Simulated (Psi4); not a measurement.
**B3LYP/def2-TZVPD (density fitting with def2-universal-jkfit, sweep point 3) run of SiH4O2 (Si(OH)2H2)**

What is the vertical electron affinity of SiH4O2 (Si(OH)2H2) at B3LYP/def2-TZVPD (density fitting with def2-universal-jkfit, sweep point 3)? 

The calculation is run with Psi4 1.11.

6 further runs of the same task are left out: 4 that didn't finish, 2 set aside as unsound or not needed.

## Step 1: Starting point

SiH4O2: 7 atoms, total charge 0, spin state singlet. As SMILES, `[H][Si]([H])(O)O`. The shape is that of a GFN2-xTB optimisation. This is one conformer, not always the lowest.

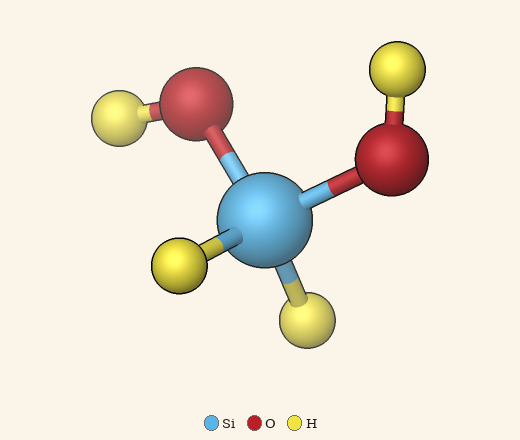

Viewed from a chosen angle; silicon blue, oxygen red, hydrogen yellow.

## Step 2: A single-point energy at B3LYP/def2-TZVPD (density fitting with def2-universal-jkfit, sweep point 3)

Input file h4o2si.in:

```
memory 1.6 GB

molecule geom {
  Si    -0.47668341     0.12033776    -0.65492238
  O     -0.37361775     0.08407392     2.43067913
  H     -1.88165699     0.24008970     3.39502526
  O      2.42674849    -0.13768545    -1.57193088
  H      3.65408782    -0.81995217    -0.44261165
  H     -1.37339626     2.53727858    -1.61577253
  H     -1.97548190    -2.02414234    -1.54046694
  units bohr
  symmetry c1
}

set globals {
  basis                def2-TZVPD
  reference            rks
  puream               true
  scf_type             df
  dft_radial_points    99
  dft_spherical_points 590
  df_basis_scf         def2-universal-jkfit
}

e_tot, wfn = energy("b3lyp", return_wfn=True)
```

Started as:

```sh
$ psi4 -i h4o2si.in -o h4o2si.out -n 1
```

h4o2si.out:

```text
[...]
  Running in c1 symmetry.
[...]
  Nuclear repulsion =  122.218765949476975
[...]
  Multiplicity = 1
[...]
  Nalpha       = 17
  Nbeta        = 17
[...]
    Number of basis functions: 159
[...]
   @DF-RKS iter   1:  -442.17585181463238   -1.74173e-01   6.55368e-03 ADIIS/DIIS
[...]
   @DF-RKS iter   8:  -442.54248971218840   -1.58598e-07   5.38192e-07 DIIS
[...]
    Orbital Energies [Eh]
    ---------------------
    Doubly Occupied:
       1A    -66.133983     2A    -19.136627     3A    -19.129536
       4A     -5.292706     5A     -3.652409     6A     -3.650914
       7A     -3.649260     8A     -1.027783     9A     -1.004361
      10A     -0.589712    11A     -0.535986    12A     -0.449804
      13A     -0.407720    14A     -0.376848    15A     -0.362320
      16A     -0.342074    17A     -0.304467
[...]
  @DF-RKS Final Energy:  -442.54248971218840
   => Energetics <=
    Nuclear Repulsion Energy =            122.2187659494769747
    One-Electron Energy =                -854.4745314082449568
    Two-Electron Energy =                 321.8183949856858703
    DFT Exchange-Correlation Energy =     -32.1051192391062585
    Empirical Dispersion Energy =           0.0000000000000000
    VV10 Nonlocal Energy =                  0.0000000000000000
    Total Energy =                       -442.5424897121883987
[...]
 Multipole Moments:
 ------------------------------------------------------------------------------------
     Multipole            Electronic (a.u.)      Nuclear  (a.u.)        Total (a.u.)
 ------------------------------------------------------------------------------------
 L = 1.  Multiply by 2.5417464519 to convert [e a0] to [Debye]
 Dipole X            :          0.9532573           -1.3424591           -0.3892018
 Dipole Y            :         -0.0282423           -0.1081995           -0.1364418
 Dipole Z            :          0.4510757            0.0433563            0.4944321
 Magnitude           :                                                    0.6438614
[...]
```

It took 32 s on 1 thread of Intel Xeon Platinum 8488C (Sapphire Rapids), shared host; peak memory 1.1 GiB.

## Step 3: The doublet anion at the same level

Input file calc.in:

```
memory 1.6 GB

molecule molecule1 {
  -1 2
  Si    -0.47668341     0.12033776    -0.65492238
  O     -0.37361775     0.08407392     2.43067913
  H     -1.88165699     0.24008970     3.39502526
  O      2.42674849    -0.13768545    -1.57193088
  H      3.65408782    -0.81995217    -0.44261165
  H     -1.37339626     2.53727858    -1.61577253
  H     -1.97548190    -2.02414234    -1.54046694
  units bohr
  symmetry c1
}

set {
  basis                def2-TZVPD
  reference            uks
  puream               true
  scf_type             df
  dft_radial_points    99
  dft_spherical_points 590
  df_basis_scf         def2-universal-jkfit
  maxiter              150
}

E = energy("b3lyp")
```

Started as:

```sh
$ psi4 -n 1 calc.in calc.out
```

calc.out:

```text
[...]
  Running in c1 symmetry.
[...]
  Nuclear repulsion =  122.218765949476975
[...]
  Multiplicity = 2
[...]
  Nalpha       = 18
  Nbeta        = 17
[...]
    Number of basis functions: 159
[...]
   @DF-UKS iter   1:  -441.96689434909047    3.47843e-02   7.14536e-03 DIIS/ADIIS
[...]
   @DF-UKS iter  11:  -442.51220211137672   -2.25228e-07   5.56613e-07 DIIS
[...]
   @S^2 Observed:                7.501315898E-01
[...]
    Orbital Energies [Eh]
    ---------------------
    Alpha Occupied:
       1A    -65.983914     2A    -18.981431     3A    -18.972649
       4A     -5.142563     5A     -3.502082     6A     -3.500787
       7A     -3.499449     8A     -0.873330     9A     -0.847270
      10A     -0.437366    11A     -0.379528    12A     -0.300037
      13A     -0.258388    14A     -0.228093    15A     -0.206656
      16A     -0.187826    17A     -0.155879    18A      0.073485
    Alpha Virtual:
      19A      0.107328    20A      0.133267    21A      0.156263
      22A      0.157216    23A      0.163831    24A      0.177697
      25A      0.195793    26A      0.203639    27A      0.209034
[...]
  @DF-UKS Final Energy:  -442.51220211137672
   => Energetics <=
    Nuclear Repulsion Energy =            122.2187659494769747
    One-Electron Energy =                -859.6217395456625354
    Two-Electron Energy =                 327.0798374105735888
    DFT Exchange-Correlation Energy =     -32.1890659257647158
    Empirical Dispersion Energy =           0.0000000000000000
    VV10 Nonlocal Energy =                  0.0000000000000000
    Total Energy =                       -442.5122021113767232
[...]
 Multipole Moments:
 ------------------------------------------------------------------------------------
     Multipole            Electronic (a.u.)      Nuclear  (a.u.)        Total (a.u.)
 ------------------------------------------------------------------------------------
 L = 1.  Multiply by 2.5417464519 to convert [e a0] to [Debye]
 Dipole X            :          1.4149019           -1.3424591            0.0724428
 Dipole Y            :          0.2509257           -0.1081995            0.1427262
 Dipole Z            :         -1.2688888            0.0433563           -1.2255324
 Magnitude           :                                                    1.2359403
[...]
```

Run time: 60 s. Hardware: 1 thread of Intel Xeon Platinum 8488C (Sapphire Rapids), shared host; peak memory 1.1 GiB.

## Step 4: What came out

Level: B3LYP/def2-TZVPD (density fitting with def2-universal-jkfit, sweep point 3).

```
                                         quantity          value
                     singlet SiH4O2: total energy  -442.54249 Eh
                    singlet SiH4O2: dipole moment         1.64 D
                      singlet SiH4O2: HOMO energy       -8.28 eV
                      singlet SiH4O2: LUMO energy       -0.36 eV
                    singlet SiH4O2: HOMO–LUMO gap        7.93 eV
                      doublet anion: total energy  -442.51220 Eh
doublet anion: HOMO energy (highest over α and β)        2.00 eV
 doublet anion: LUMO energy (lowest over α and β)        2.92 eV
                              doublet anion: ⟨S²⟩          0.750
vertical electron affinity (to the doublet anion)      -0.824 eV
```

The anion lies 0.82 eV (79.5 kJ/mol) above the neutral: the electron isn't bound at this level, and such a value depends on the basis. The HOMO (doublet anion) lies at positive energy, 2.00 eV; only total energies tell whether the electron is bound.
